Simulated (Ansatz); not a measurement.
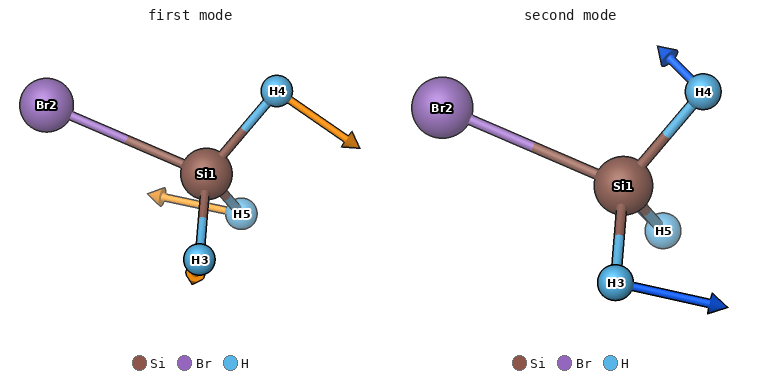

The system is BrH₃Si, charge +1, spin multiplicity 2; the picture shows the reference structure; its two panels give the patterns of the first and the second mode as arrows. The first coordinate is: normal mode 2 (680 cm⁻¹, of the parent); the second: normal mode 3 (680 cm⁻¹, of the parent). Nothing is relaxed (straight displacements along the two mass-weighted modes). The grid has 15 × 15 points; 120 points were computed and 105 follow by symmetry. Points are written as (first, second). Energies are in kJ/mol, from the lowest grid point. Near the degeneracy a single determinant is a rough description. Computed with UHF/def2-TZVP in Ansatz.

Its coordinates:

| atom | x (Å) | y (Å) | z (Å) |
| --- | --- | --- | --- |
| Si | -0.0011 | 0.0017 | -0.1717 |
| Br | 0.0129 | -0.0206 | 2.0601 |
| H | 1.3903 | 0.0112 | -0.6381 |
| H | -0.7052 | 1.2112 | -0.6130 |
| H | -0.6969 | -1.2036 | -0.6372 |

Range: normal mode 2 (680 cm⁻¹, of the parent) from −0.338 to 0.338 amu½·Å; normal mode 3 (680 cm⁻¹, of the parent) from −0.338 to 0.338 amu½·Å.

> What landscape does the calculation give?

The lowest grid point is at (0.000 amu½·Å, −0.145 amu½·Å); the map holds 3 wells of about this depth. The highest grid point, (−0.338 amu½·Å, −0.338 amu½·Å), lies 10.26 kJ/mol above the lowest. On the interpolated surface the easiest way out of the lowest well to a well of about the same depth near (−0.145 amu½·Å, 0.048 amu½·Å) passes a barrier of about 0.34 kJ/mol.

```tsv
second ↓, first →	−0.338	−0.290	−0.242	−0.193	−0.145	−0.097	−0.048	0.000	0.048	0.097	0.145	0.193	0.242	0.290	0.338
0.338	7.55	6.31	5.41	4.81	4.47	4.34	4.34	4.35	4.34	4.34	4.47	4.81	5.41	6.31	7.55
0.290	5.88	4.67	3.79	3.22	2.90	2.79	2.80	2.82	2.80	2.79	2.90	3.22	3.79	4.67	5.88
0.242	4.60	3.41	2.55	2.00	1.70	1.62	1.65	1.68	1.65	1.62	1.70	2.00	2.55	3.41	4.60
0.193	3.67	2.50	1.66	1.12	0.85	0.79	0.85	0.90	0.85	0.79	0.85	1.12	1.66	2.50	3.67
0.145	3.07	1.91	1.08	0.56	0.31	0.28	0.38	0.46	0.38	0.28	0.31	0.56	1.08	1.91	3.07
0.097	2.79	1.63	0.81	0.29	0.05	0.06	0.22	0.35	0.22	0.06	0.05	0.29	0.81	1.63	2.79
0.048	2.82	1.64	0.80	0.28	0.04	0.08	0.33	0.56	0.33	0.08	0.04	0.28	0.80	1.64	2.82
0.000	3.12	1.91	1.04	0.48	0.21	0.23	0.53	1.10	0.53	0.23	0.21	0.48	1.04	1.91	3.12
−0.048	3.67	2.40	1.46	0.82	0.45	0.34	0.41	0.50	0.41	0.34	0.45	0.82	1.46	2.40	3.67
−0.097	4.44	3.07	2.00	1.22	0.68	0.35	0.18	0.13	0.18	0.35	0.68	1.22	2.00	3.07	4.44
−0.145	5.37	3.84	2.60	1.63	0.90	0.40	0.10	0.00	0.10	0.40	0.90	1.63	2.60	3.84	5.37
−0.193	6.41	4.69	3.27	2.12	1.24	0.62	0.25	0.13	0.25	0.62	1.24	2.12	3.27	4.69	6.41
−0.242	7.54	5.63	4.04	2.76	1.78	1.08	0.67	0.53	0.67	1.08	1.78	2.76	4.04	5.63	7.54
−0.290	8.80	6.73	5.01	3.63	2.56	1.81	1.37	1.22	1.37	1.81	2.56	3.63	5.01	6.73	8.80
−0.338	10.26	8.06	6.24	4.77	3.65	2.86	2.38	2.23	2.38	2.86	3.65	4.77	6.24	8.06	10.26
```

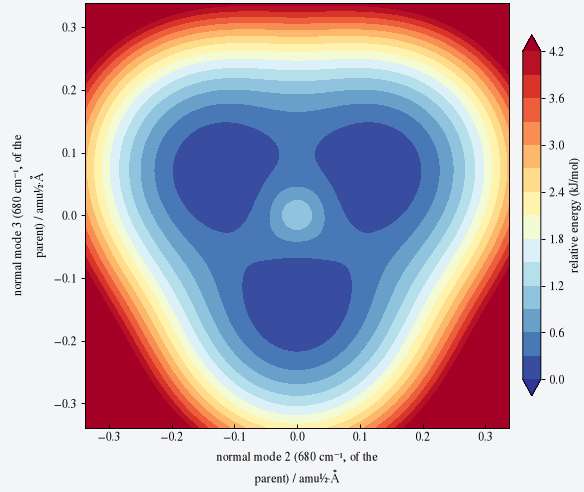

The picture shows filled contours, one colour for all values above the top of the scale. Between grid points the surface is interpolated.

Time for the 120 points that were run: 23 min on 1 thread of Intel(R) Xeon(R) 6975P-C (Granite Rapids) (shared host).
